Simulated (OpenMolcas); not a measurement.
# Single-point calculation, with input and output: Si₅H₁₀ (charge +1) (part 2 of 2)

The same run, continued: Si₅H₁₀, charge +1, multiplicity 2; TPSS/6-31G*, UKS (OpenMolcas 26.06). The geometry is that of the parent species in another charge or spin state. The geometry comes from this level: PBE0-D4/def2-TZVP.

Geometry of the input (Å):
```
Si -1.0841  1.4590  0.7077
Si -0.0591  -0.2506  1.9352
Si 1.6853  -0.8474  0.4933
Si 0.6067  -0.9777  -1.5859
Si -1.1322  0.6110  -1.4832
H  -0.1942  2.6547  0.7406
H  -2.4286  1.8530  1.2106
H  0.3852  0.1619  3.2945
H  -1.0009  -1.3991  2.0636
H  2.3951  -2.1005  0.8694
H  2.6714  0.2703  0.4617
H  0.0144  -2.3356  -1.7461
H  1.5300  -0.7297  -2.7271
H  -0.9524  1.6907  -2.4926
H  -2.4368  -0.0599  -1.7414
```

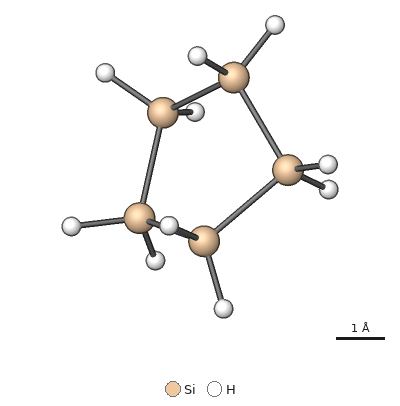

The structure (ball-and-stick view, seen at a tilt).

## Output, continued
```
  13  -453.187482379 -2095.430416697  1146.341596545  -1.13E-02*   1.25E-01*   3.90E-03*    3.76E-01   2.78E+02   c2DIIS       9.
  14  -453.186920291 -2095.841557064  1146.753299001   5.62E-04*   1.16E-01*   1.69E-03*    2.14E-01   2.78E+02   c2DIIS       9.
  15  -453.187900829 -2095.649860392  1146.560621790  -9.81E-04*   8.29E-02*   7.97E-04*    1.24E-01   2.78E+02   c2DIIS       9.
  16  -453.188043348 -2095.645579278  1146.556198156  -1.43E-04*   6.67E-02*   3.76E-04*    8.55E-02   2.78E+02   c2DIIS       9.
  17  -453.188082785 -2095.626967255  1146.537546697  -3.94E-05*   1.80E-01*   1.57E-03*    7.01E-02   2.78E+02   QNRc2DIIS    9.
  18  -453.187220957 -2095.612577590  1146.524018860   8.62E-04*   1.37E-01*   6.66E-03*    1.65E-01   2.78E+02   QNRc2DIIS    9.
  19  -453.188142963 -2095.617833703  1146.528352968  -9.22E-04*   2.48E-02*   3.11E-04*    1.28E-01   2.78E+02   QNRc2DIIS    9.
  20  -453.188149405 -2095.625109103  1146.535621925  -6.44E-06*   3.90E-02*   3.44E-04*    2.31E-02   2.78E+02   QNRc2DIIS    9.
  21  -453.188153483 -2095.628934120  1146.539442864  -4.08E-06*   3.58E-02*   4.27E-04*    3.75E-02   2.78E+02   QNRc2DIIS    9.
  22  -453.188164844 -2095.619815518  1146.530312902  -1.14E-05*   3.04E-02*   1.80E-04*    3.36E-02   2.78E+02   QNRc2DIIS    9.
  23  -453.188167581 -2095.631504799  1146.541999445  -2.74E-06*   1.38E-02*   1.15E-04*    2.78E-02   2.78E+02   QNRc2DIIS    9.
  24  -453.188168553 -2095.618726471  1146.529220145  -9.71E-07*   3.60E-03*   4.36E-05*    1.28E-02   2.78E+02   QNRc2DIIS    9.
  25  -453.188168637 -2095.624117070  1146.534610660  -8.44E-08*   6.65E-04*   1.43E-05*    3.49E-03   2.78E+02   QNRc2DIIS    9.
  26  -453.188168650 -2095.621866203  1146.532359780  -1.28E-08*   4.67E-04*   6.76E-06*    7.78E-04   2.78E+02   QNRc2DIIS    9.
  27  -453.188168653 -2095.622488932  1146.532982507  -3.20E-09*   5.69E-05*   1.59E-06*    4.73E-04   2.78E+02   QNRc2DIIS    9.
  28  -453.188168653 -2095.622412312  1146.532905887  -2.08E-10*   2.69E-05*   9.63E-07*    8.52E-05   2.78E+02   QNRc2DIIS    9.
  29  -453.188168653 -2095.622424798  1146.532918372  -4.32E-11    7.42E-06    3.13E-07*    3.71E-05   2.78E+02   QNRc2DIIS    9.
  30  -453.188168653 -2095.622417108  1146.532910682  -3.18E-12    2.46E-06    1.01E-07*    1.20E-05   2.78E+02   QNRc2DIIS    9.
  31  -453.188168653 -2095.622418180  1146.532911754  -1.36E-12    1.05E-06    4.86E-08     4.11E-06   2.78E+02   QNRc2DIIS    9.

       Convergence after  31 Iterations
--

 *****************************************************************************************************************************
 *                                             SCF/KS-DFT Program, Final results                                             *
 *                                                       Final Results                                                       *
 *****************************************************************************************************************************

::    Total KS-DFT energy                           -1453.1881686532
      One-electron energy                           -3095.6224181801
      Two-electron energy                            1146.5329117542
      Nuclear repulsion energy                        495.9013377727
      Kinetic energy (interpolated)                  1449.9852436118
      Virial theorem                                    1.0022089363
      Total spin, S(S+1)                                0.7535087644
      Total spin, S                                     0.5017528460
      Max non-diagonal density matrix element           0.0000004818
      Max non-diagonal Fock matrix element              0.0000000302

      All orbitals with orbital energies smaller than  E(LUMO)+0.5 are printed

++    Molecular orbitals:
      -------------------

      Title: UKS-DFT orbitals (alpha)

      Molecular orbitals for symmetry species 1: a

          Orbital            1         2         3         4         5         6         7         8         9        10
          Energy          -65.8632  -65.8577  -65.8519  -65.8397  -65.8370   -5.3049   -5.2996   -5.2940   -5.2819   -5.2792
          Occ. No.          1.0000    1.0000    1.0000    1.0000    1.0000    1.0000    1.0000    1.0000    1.0000    1.0000

          Orbital           11        12        13        14        15        16        17        18        19        20
          Energy           -3.6832   -3.6777   -3.6774   -3.6769   -3.6723   -3.6717   -3.6714   -3.6668   -3.6662   -3.6582
          Occ. No.          1.0000    1.0000    1.0000    1.0000    1.0000    1.0000    1.0000    1.0000    1.0000    1.0000

          Orbital           21        22        23        24        25        26        27        28        29        30
          Energy           -3.6552   -3.6549   -3.6546   -3.6529   -3.6521   -0.7418   -0.6842   -0.6801   -0.6139   -0.6062
          Occ. No.          1.0000    1.0000    1.0000    1.0000    1.0000    1.0000    1.0000    1.0000    1.0000    1.0000

          Orbital           31        32        33        34        35        36        37        38        39        40
          Energy           -0.5202   -0.5169   -0.4985   -0.4982   -0.4734   -0.4729   -0.4562   -0.4555   -0.4426   -0.4270
          Occ. No.          1.0000    1.0000    1.0000    1.0000    1.0000    1.0000    1.0000    1.0000    1.0000    1.0000

          Orbital           41        42        43        44        45        46        47        48        49        50
          Energy           -0.2177   -0.1949   -0.1941   -0.1833   -0.1741   -0.1684   -0.1449   -0.1434   -0.1229   -0.0809
          Occ. No.          0.0000    0.0000    0.0000    0.0000    0.0000    0.0000    0.0000    0.0000    0.0000    0.0000

          Orbital           51        52        53        54        55        56        57        58        59        60
          Energy           -0.0685   -0.0599   -0.0412   -0.0403   -0.0015    0.0007    0.0023    0.0115    0.0341    0.0478
          Occ. No.          0.0000    0.0000    0.0000    0.0000    0.0000    0.0000    0.0000    0.0000    0.0000    0.0000

          Orbital           61        62        63        64        65        66        67        68        69        70
          Energy            0.0513    0.0769    0.0786    0.0818    0.1005    0.1031    0.1072    0.1290    0.1422    0.1573
          Occ. No.          0.0000    0.0000    0.0000    0.0000    0.0000    0.0000    0.0000    0.0000    0.0000    0.0000

          Orbital           71        72        73        74
          Energy            0.2089    0.2339    0.2524    0.2610
          Occ. No.          0.0000    0.0000    0.0000    0.0000

--

      All orbitals with orbital energies smaller than  E(LUMO)+0.5 are printed

++    Molecular orbitals:
      -------------------

      Title: UKS-DFT orbitals (beta)

      Molecular orbitals for symmetry species 1: a

          Orbital            1         2         3         4         5         6         7         8         9        10
          Energy          -65.8621  -65.8568  -65.8511  -65.8393  -65.8367   -5.3038   -5.2986   -5.2931   -5.2815   -5.2789
          Occ. No.          1.0000    1.0000    1.0000    1.0000    1.0000    1.0000    1.0000    1.0000    1.0000    1.0000

          Orbital           11        12        13        14        15        16        17        18        19        20
          Energy           -3.6797   -3.6770   -3.6762   -3.6744   -3.6719   -3.6711   -3.6688   -3.6664   -3.6658   -3.6569
          Occ. No.          1.0000    1.0000    1.0000    1.0000    1.0000    1.0000    1.0000    1.0000    1.0000    1.0000

          Orbital           21        22        23        24        25        26        27        28        29        30
          Energy           -3.6550   -3.6544   -3.6539   -3.6527   -3.6520   -0.7321   -0.6746   -0.6730   -0.6103   -0.6006
          Occ. No.          1.0000    1.0000    1.0000    1.0000    1.0000    1.0000    1.0000    1.0000    1.0000    1.0000

          Orbital           31        32        33        34        35        36        37        38        39        40
          Energy           -0.5179   -0.5145   -0.4963   -0.4953   -0.4718   -0.4690   -0.4458   -0.4451   -0.4209   -0.4189
          Occ. No.          1.0000    1.0000    1.0000    1.0000    1.0000    1.0000    1.0000    1.0000    1.0000    0.0000

          Orbital           41        42        43        44        45        46        47        48        49        50
          Energy           -0.2154   -0.1867   -0.1861   -0.1749   -0.1715   -0.1632   -0.1392   -0.1376   -0.1157   -0.0774
          Occ. No.          0.0000    0.0000    0.0000    0.0000    0.0000    0.0000    0.0000    0.0000    0.0000    0.0000

          Orbital           51        52        53        54        55        56        57        58        59        60
          Energy           -0.0643   -0.0557   -0.0374   -0.0366    0.0034    0.0065    0.0094    0.0141    0.0360    0.0505
          Occ. No.          0.0000    0.0000    0.0000    0.0000    0.0000    0.0000    0.0000    0.0000    0.0000    0.0000

          Orbital           61        62
          Energy            0.0532    0.0798
          Occ. No.          0.0000    0.0000

--

++    Molecular charges:
      ------------------

      Mulliken charges per centre and basis function type
      ---------------------------------------------------

                            SI1                     SI2                     SI3                     SI4                     SI5                     H6
                     alpha        beta       alpha        beta       alpha        beta       alpha        beta       alpha        beta       alpha        beta
      1s           2.7144      2.7100      2.7207      2.7113      2.7186      2.7113      2.6990      2.7017      2.6936      2.6970      0.4895      0.4980
      2px          1.4428      1.4143      1.4262      1.2629      1.3995      1.4008      1.4072      1.3909      1.4103      1.4057      0.0000      0.0000
      2pz          1.4139      1.2524      1.4258      1.4291      1.4174      1.1903      1.3951      1.3187      1.3931      1.3235      0.0000      0.0000
      2py          1.3974      1.3862      1.4296      1.3090      1.4521      1.4312      1.4162      1.4180      1.4055      1.4174      0.0000      0.0000
      3d2+         0.0096      0.0091      0.0047      0.0019      0.0065      0.0065      0.0087      0.0084      0.0087      0.0085      0.0000      0.0000
      3d1+         0.0079      0.0069      0.0124      0.0106      0.0132      0.0072      0.0178      0.0113      0.0028      0.0025      0.0000      0.0000
      3d0          0.0122      0.0111      0.0154      0.0157      0.0124      0.0107      0.0134      0.0126      0.0132      0.0117      0.0000      0.0000
      3d1-         0.0099      0.0048      0.0094      0.0086      0.0047      0.0045      0.0027      0.0026      0.0164      0.0114      0.0000      0.0000
      3d2-         0.0179      0.0180      0.0172      0.0153      0.0217      0.0220      0.0129      0.0130      0.0141      0.0132      0.0000      0.0000
      Total        7.0261      6.8128      7.0614      6.7644      7.0461      6.7843      6.9732      6.8771      6.9576      6.8910      0.4895      0.4980
      Total             13.8389                 13.8258                 13.8305                 13.8503                 13.8486                  0.9874

      Charge            0.1611                  0.1742                  0.1695                  0.1497                  0.1514                  0.0126

                            H7                      H8                      H9                      H10                     H11                     H12
                     alpha        beta       alpha        beta       alpha        beta       alpha        beta       alpha        beta       alpha        beta
      1s           0.4901      0.4889      0.4831      0.4960      0.4860      0.4973      0.4859      0.4937      0.4884      0.4977      0.4966      0.4864
      2px          0.0000      0.0000      0.0000      0.0000      0.0000      0.0000      0.0000      0.0000      0.0000      0.0000      0.0000      0.0000
      2pz          0.0000      0.0000      0.0000      0.0000      0.0000      0.0000      0.0000      0.0000      0.0000      0.0000      0.0000      0.0000
      2py          0.0000      0.0000      0.0000      0.0000      0.0000      0.0000      0.0000      0.0000      0.0000      0.0000      0.0000      0.0000
      3d2+         0.0000      0.0000      0.0000      0.0000      0.0000      0.0000      0.0000      0.0000      0.0000      0.0000      0.0000      0.0000
      3d1+         0.0000      0.0000      0.0000      0.0000      0.0000      0.0000      0.0000      0.0000      0.0000      0.0000      0.0000      0.0000
      3d0          0.0000      0.0000      0.0000      0.0000      0.0000      0.0000      0.0000      0.0000      0.0000      0.0000      0.0000      0.0000
      3d1-         0.0000      0.0000      0.0000      0.0000      0.0000      0.0000      0.0000      0.0000      0.0000      0.0000      0.0000      0.0000
      3d2-         0.0000      0.0000      0.0000      0.0000      0.0000      0.0000      0.0000      0.0000      0.0000      0.0000      0.0000      0.0000
      Total        0.4901      0.4889      0.4831      0.4960      0.4860      0.4973      0.4859      0.4937      0.4884      0.4977      0.4966      0.4864
      Total              0.9790                  0.9790                  0.9833                  0.9796                  0.9861                  0.9830

      Charge            0.0210                  0.0210                  0.0167                  0.0204                  0.0139                  0.0170

                            H13                     H14                     H15
                     alpha        beta       alpha        beta       alpha        beta
      1s           0.5041      0.4715      0.5086      0.4657      0.5033      0.4751
      2px          0.0000      0.0000      0.0000      0.0000      0.0000      0.0000
      2pz          0.0000      0.0000      0.0000      0.0000      0.0000      0.0000
      2py          0.0000      0.0000      0.0000      0.0000      0.0000      0.0000
      3d2+         0.0000      0.0000      0.0000      0.0000      0.0000      0.0000
      3d1+         0.0000      0.0000      0.0000      0.0000      0.0000      0.0000
      3d0          0.0000      0.0000      0.0000      0.0000      0.0000      0.0000
      3d1-         0.0000      0.0000      0.0000      0.0000      0.0000      0.0000
      3d2-         0.0000      0.0000      0.0000      0.0000      0.0000      0.0000
      Total        0.5041      0.4715      0.5086      0.4657      0.5033      0.4751
      Total              0.9757                  0.9743                  0.9784

      Charge            0.0243                  0.0257                  0.0216

      Total electronic charge=   79.000000

      Total            charge=    1.000000
--

++    Molecular orbitals:
      -------------------

      Title: Natural orbitals

      Molecular orbitals for symmetry species 1: a

          Orbital            1         2         3         4         5         6         7         8         9        10
          Energy          -65.8626  -65.8572  -65.8515  -65.8395  -65.8369   -5.2203   -5.1293   -5.1121   -5.1601   -5.1396
          Occ. No.          2.0000    2.0000    2.0000    2.0000    2.0000    2.0000    2.0000    2.0000    2.0000    2.0000

          Orbital           11        12        13        14        15        16        17        18        19        20
          Energy           -3.6584   -3.6669   -3.6620   -3.6695   -3.6640   -3.6648   -3.6803   -3.7056   -3.6815   -3.8017
          Occ. No.          2.0000    2.0000    2.0000    2.0000    2.0000    2.0000    2.0000    2.0000    2.0000    2.0000

          Orbital           21        22        23        24        25        26        27        28        29        30
          Energy           -3.7208   -3.8564   -3.7430   -3.7495   -3.7260   -0.5049   -0.5594   -0.5413   -0.5929   -0.5262
          Occ. No.          2.0000    2.0000    2.0000    2.0000    2.0000    2.0000    2.0000    2.0000    2.0000    2.0000

          Orbital           31        32        33        34        35        36        37        38        39        40
          Energy           -0.5309   -0.5246   -0.5343   -0.6020   -0.5305   -0.5665   -0.5403   -0.5458   -0.5353   -0.4315
          Occ. No.          2.0000    2.0000    2.0000    1.9999    1.9999    1.9999    1.9997    1.9995    1.9994    1.0000

          Orbital           41        42        43        44        45        46        47        48        49        50
          Energy           -0.0544   -0.0402   -0.0576   -0.0079    0.0327    0.0313   -0.0214    0.0500    0.0090    0.0698
          Occ. No.          0.0006    0.0005    0.0003    0.0001    0.0001    0.0001    0.0000    0.0000    0.0000    0.0000

          Orbital           51        52        53        54        55        56        57        58        59        60
          Energy            0.1492    0.0842    0.1426    0.3143    0.2940    0.2765    0.1991    0.4549    0.4258    0.3978
          Occ. No.          0.0000    0.0000    0.0000    0.0000    0.0000    0.0000    0.0000    0.0000    0.0000    0.0000

          Orbital           61        62        63        64        65        66        67        68        69        70
          Energy            0.5952    0.4661    0.6604    0.3604    0.4033    0.4551    0.4089    0.3846    0.2469    0.4165
          Occ. No.          0.0000    0.0000    0.0000    0.0000    0.0000    0.0000    0.0000    0.0000    0.0000    0.0000

          Orbital           71        72        73        74        75        76        77        78        79        80
          Energy            0.4026    0.5642    0.4780    0.4775    0.3449    0.3205    0.3553    0.3220    0.2282    0.1415
          Occ. No.          0.0000    0.0000    0.0000    0.0000    0.0000    0.0000    0.0000    0.0000    0.0000    0.0000

          Orbital           81        82        83        84        85        86        87        88
          Energy            0.7335    0.3399    0.4016    0.7004    0.3427    0.7523    0.3941    0.2684
          Occ. No.          0.0000    0.0000    0.0000    0.0000    0.0000    0.0000    0.0000    0.0000

--

++    Molecular properties:
      ---------------------

      Charge (e):
                      =    1.0000
      Dipole Moment (debye):
      Origin of the operator (angstrom)=    0.0030   -0.0010    0.0120
                   X=  2.2360E-01               Y= -3.0510E-02               Z=  7.4953E-01           Total=  7.8277E-01
      Center of Charge (angstrom)
                     X=    0.04953893               Y=   -0.00736992               Z=    0.16809618
      Quadrupole Moment (debye*angstrom):
      Origin of the operator (angstrom)=    0.0030   -0.0010    0.0120
                  XX= -5.8578E+01              XY= -5.9726E+00              XZ=  7.6647E-01              YY= -6.1004E+01
                  YZ=  5.6845E-01              ZZ= -5.3150E+01
      In traceless form (debye*angstrom)
                  XX= -1.5007E+00              XY= -8.9589E+00              XZ=  1.1497E+00              YY= -5.1404E+00
                  YZ=  8.5267E-01              ZZ=  6.6411E+00
--

--- Stop Module: scf /rc=_RC_ALL_IS_WELL_ ---
--- Module scf spent 5 minutes 3 seconds ---

.##################.
.# Happy landing! #.
.##################.

    Timing: Wall=313.67 User=296.80 System=16.76
```

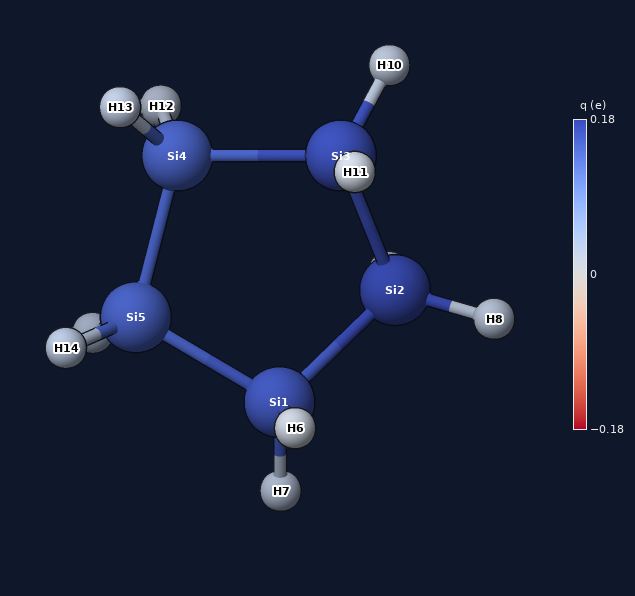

Mulliken charges, as the colour of each atom (ball-and-stick view, seen at a tilt; atoms are numbered from 1 in the order of the input). By element: Si +0.15 to +0.17 and H +0.01 to +0.03 e.

## Key numbers

```tsv
quantity	value
outcome	converged
total energy	−1453.188169 hartree
basis functions	110
⟨S²⟩	0.754
wall time	5.2 min
peak memory	0.65 GiB
```
